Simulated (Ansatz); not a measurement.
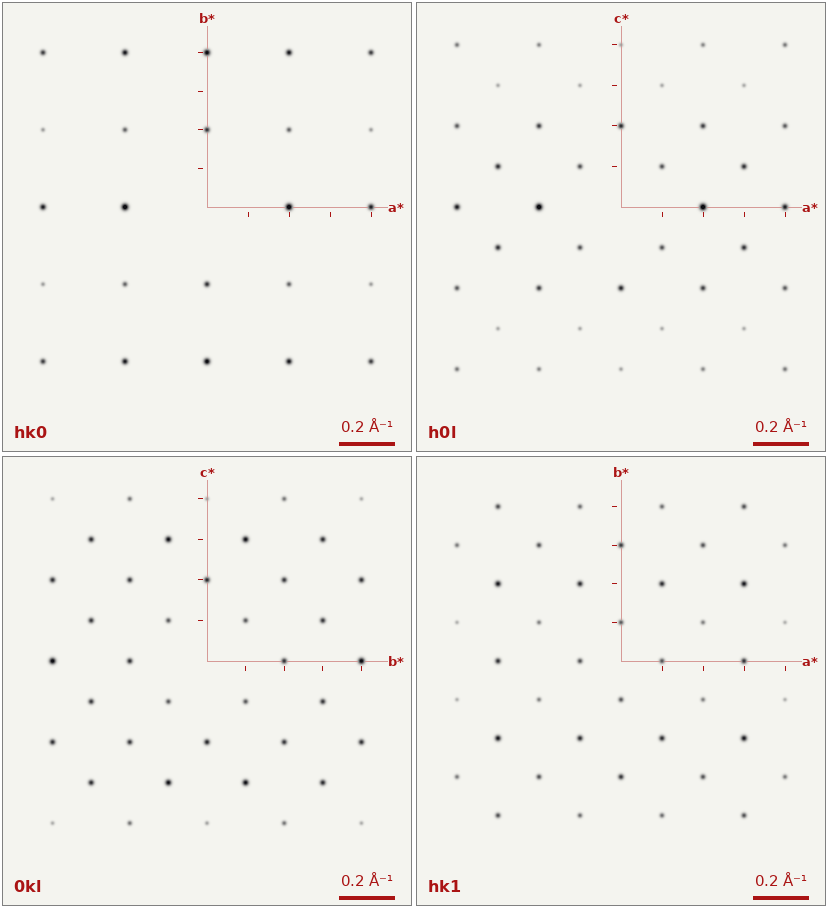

Simulated precession-type sections (X-rays; kinematic intensities, B = 0.5 Å²). The ticks mark integer indices of the conventional cell.

Q: Read the reciprocal cell and give the direct cell.

A: a* = 0.149, b* = 0.140, c* = 0.147 Å⁻¹; the cell is orthorhombic with a = 6.70 Å, b = 7.12 Å, c = 6.78 Å.

Q: List the systematic absences.

A: Reflections are present only under these conditions. hkl: h + k + l = 2n; hk0: h = 2n, k = 2n; h0l: h + l = 2n; 0kl: k + l = 2n; h00: h = 2n; 0k0: k = 2n; 00l: l = 2n. The lattice is body-centred (I).

Q: Which space groups fit?

A: The intensities have Laue symmetry mmm (the hk0 layer shows 2mm, hk1 shows 2mm). With these conditions the candidates are I2mb (No. 46), Imma (No. 74) (symbols for these axes; some are non-standard settings). Diffraction geometry alone does not choose among them; the structure has Imma. The compound is YMgO4. Structure: the geometry relaxed (final pressure about -4.9 GPa) with DFT, PAW plane waves, r2scan (Ansatz 0.2.0); the starting structure was generated, so it need not be a known form of this composition.
